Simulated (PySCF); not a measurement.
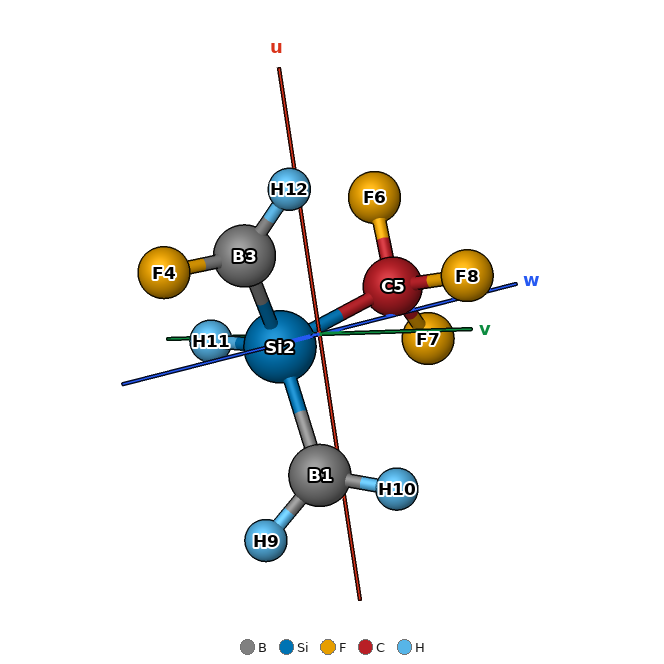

The lines u, v and w are the principal axes of the static dipole polarisability. The computed structure is the end point of a GFN2-xTB optimisation. No frequency run is at hand to confirm it as a minimum. Method: B3LYP/def2-SVPD (PySCF 2.14.0).

### Along which axis is the molecule most polarisable, and along which least?

Most along u, least along v (nearly parallel to the C5–F8 bond).

### Give the three principal values.

u 80.3, v 63.9, w 72.0 bohr³; mean 72.1, anisotropy 14.2 bohr³.

The geometry is semi-empirical. Around B, Si such bond lengths and angles can be off by a tenth of an ångström or more and by several degrees, and values that hang on the shape move with them.
